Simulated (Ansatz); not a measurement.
# SiH₅ (doublet): from Hartree-Fock to the top rungs at distance Si1–H5 along a hydrogen transfer = 1.935 Å, 6-31G

How much of the correlation energy of SiH₅ (doublet) does each wave-function method recover here?

Computed with Ansatz 0.2.0, Gaussian basis. Level: 6-31G, core rule «outside noble gas», up to 5 orbitals frozen.

Plan: UHF; CCSD(T) on ROHF; CCSD(T) on UHF; BCCD(T) on ROHF; CISD; CCSDT(Q) on ROHF; CCSDT(Q) on UHF; CCSDTQ on ROHF; CASSCF and MRCISD+Q, 3 electrons in 3 orbitals; CASSCF and NEVPT2, 3 electrons in 3 orbitals; CASSCF and MRCISD+Q, 9 electrons in 9 orbitals; CASSCF and NEVPT2, 9 electrons in 9 orbitals; Full CI.

10 further runs of the same task are left out: 5 that didn't finish, 5 set aside as unsound or not needed.

**1. The system**

The geometry derives from fragments relaxed apart (PBE0/def2-TZVP) and kept rigid, so it is no stationary point. A hydrogen atom is moved between rigid fragments.

6 atoms, charge 0, spin multiplicity 2.

Atoms are counted from 1 here; the program's logs count them from 0.

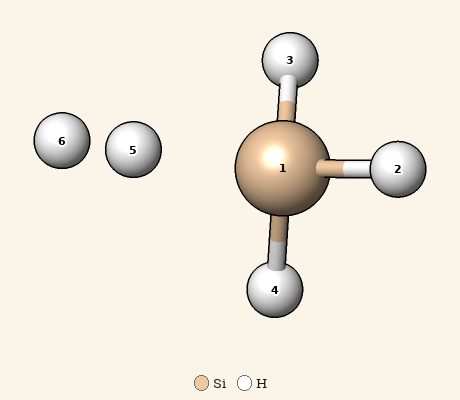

The geometry (silicon light orange, hydrogen white); atoms are numbered from 1 in the order of the file.

As a file:

```xyz
6

Si   -0.10073    0.00000    0.00000
H    -0.59560    1.39971    0.00000
H    -0.59560   -0.69985    1.21218
H    -0.59560   -0.69985   -1.21218
H     1.83427    0.00000    0.00000
H     2.75927    0.00000    0.00000
```

**2. UHF**

The input, in.yaml:

```yaml
crystal:
  periodic: [false, false, false]
  atoms:
    - {symbol: Si, position_ang: [-0.100729, 0.000000, 0.000000]}
    - {symbol: H, position_ang: [-0.595601, 1.399708, 0.000000]}
    - {symbol: H, position_ang: [-0.595600, -0.699854, 1.212183]}
    - {symbol: H, position_ang: [-0.595601, -0.699854, -1.212183]}
    - {symbol: H, position_ang: [1.834271, 0.000000, 0.000000]}
    - {symbol: H, position_ang: [2.759271, 0.000000, 0.000000]}
basis:
  gaussian: {orbitals: 6-31G}
magnetization: {spin_polarized: true, initial_magnetization: 1}
hamiltonian: {xc: hf}
output: {orbitals: {seedname: orbitals}}
```

On the command line:

```
$ ansatz run in.yaml --threads 1 --pin off --events-out ev --progress --plain --max-ram 2393MiB
```

Further steps of the session: CCSD(T) on ROHF; CCSD(T) on UHF; BCCD(T) on ROHF; CISD; CCSDT(Q) on ROHF; CCSDT(Q) on UHF; CCSDTQ on ROHF; CASSCF and MRCISD+Q, 3 electrons in 3 orbitals; CASSCF and NEVPT2, 3 electrons in 3 orbitals; CASSCF and MRCISD+Q, 9 electrons in 9 orbitals; CASSCF and NEVPT2, 9 electrons in 9 orbitals; Full CI.

**Question.** What will the summary of the whole plan be? Wanted: FCI below the RHF energy; RMP2 from FCI; UMP2 from FCI; RCCSD from FCI; RCCSD(T) from FCI; UCCSD(T) from FCI; RCCSDT(Q) from FCI; UCCSDT(Q) from FCI; NEVPT2 pair from FCI.

The runs gave:

| quantity | value |
| --- | --- |
| FCI below the RHF energy | -2.8277 eV |
| RMP2 from FCI | +19.55 kcal/mol |
| UMP2 from FCI | +19.13 kcal/mol |
| RCCSD from FCI | +0.91 kcal/mol |
| RCCSD(T) from FCI | +0.27 kcal/mol |
| UCCSD(T) from FCI | +0.29 kcal/mol |
| RCCSDT(Q) from FCI | +0.01 kcal/mol |
| UCCSDT(Q) from FCI | +0.01 kcal/mol |
| NEVPT2 pair from FCI | +14.33 kcal/mol |
| NEVPT2 valence from FCI | +4.90 kcal/mol |
| MRCISD+Q valence from FCI | +0.30 kcal/mol |
| levels within 1 kcal/mol (43 meV) | RCCSD, UCCSD, RCCSD(T), UCCSD(T), BCCD(T), RCCSDT, UCCSDT, RCCSDT(Q), UCCSDT(Q), RCCSDTQ, MRCISD valence, MRCISD+Q valence |
| T1 diagnostic | 0.021 |
| effectively unpaired electrons | 1.03 |

In words: RCCSD(T) misses by +0.27 kcal/mol, 0.4 % of the correlation energy. One determinant dominates. Of the multireference levels listed MRCISD+Q valence comes nearest in total energy (+0.30 kcal/mol), which doesn't show that its space is the better one. These misses are within one basis, not against nature; the frozen cores of restricted and unrestricted runs differ, which can shift their rows.
